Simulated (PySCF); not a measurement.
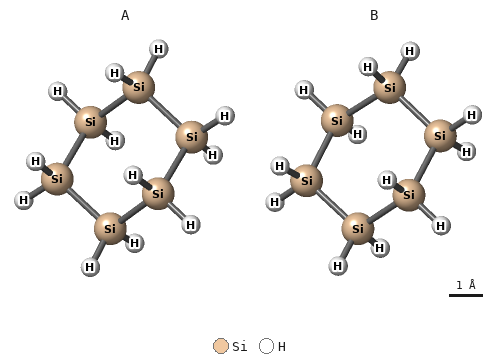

Two geometries of Si₆H₁₂, drawn at one scale. One is the start of a relaxation, the other its converged end. Style: ball-and-stick. Shown at a tilt.

Computed with PySCF 2.14.0, density-fitted response routines, PBE0-D3(BJ)/def2-SVP geometry optimisation, gas phase. 

Q: Which one is relaxed?

A: Structure A is the relaxed one. The start comes from GFN2-xTB. Over 8 geometry steps the energy falls by 0.239 eV. The largest move after the best rigid fit is that of an H atom, 0.29 Å. Largest moves by element: H 0.29 Å, Si 0.11 Å. Among the contacts that change: H–Si 1.473 → 1.498 Å, Si–Si 2.326 → 2.347 Å. Among the angles between lasting bonds that change: H–Si–H 103.3° → 108.6°, Si–Si–Si 112.9° → 108.6°, Si–Si–Si 112.5° → 108.4°. Cost: 2.1 min on 1 thread of Arm Neoverse V2, with other jobs on the host.
